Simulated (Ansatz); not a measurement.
Relaxed WS2 (2H-MoS2 type, space group P6_3/mmc):

```
CELL_PARAMETERS angstrom
      3.15405     0.00000     0.00000
     -1.57702     2.73148     0.00000
      0.00000     0.00000    12.14146
ATOMIC_POSITIONS crystal
  W  0.33333 0.66667 0.25000
  W  0.66667 0.33333 0.75000
  S  0.33333 0.66667 0.62030
  S  0.66667 0.33333 0.12030
  S  0.66667 0.33333 0.37970
  S  0.33333 0.66667 0.87970
```

In each cell atom 5 (S, nearest neighbour W at 2.407 Å; its periodic images, 3.2 Å or more away, move with it) moves by s·(0.000, -0.756, -0.654) (towards the nearest neighbour), the rest being held.

All values below come from PBE-D3(BJ) (plane waves to 420 eV, PAW, scalar-relativistic; Ansatz, a program for electronic structure). k mesh 10×10×3 (Γ-centred), Fermi-Dirac smearing 0.05 eV. The energy includes the smearing's −TS. Left out: 3 of 11 points, with atoms too close for the PAW data. Spin-orbit coupling is left out, though W is heavy. WS2 is run without spin polarisation. WS2 was relaxed with its symmetry unable to fall. The zero of ΔE is the undisplaced structure.

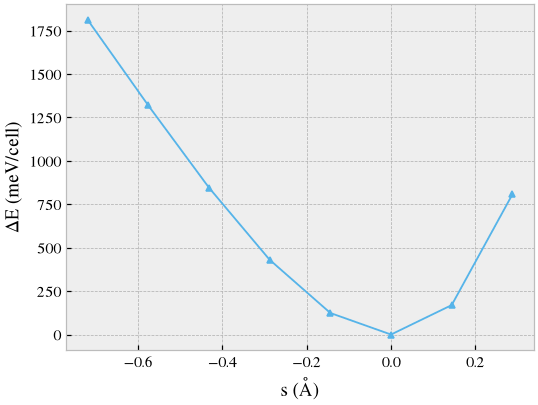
Figure. ΔE (meV/cell) against s (Å); computed points joined by lines.

Problem. Is the energy the same for displacements of ±0.288 Å, and if not, which side lies higher?

Solution. Not even: the positive side lies higher at ±0.288 Å.

Problem. What is the energy change at s = 0.288 Å?

Solution. About 810 meV/cell.

(A displaced cell: forces are minus the slopes of the energy, force constants its curvatures, and phonons follow from these.)
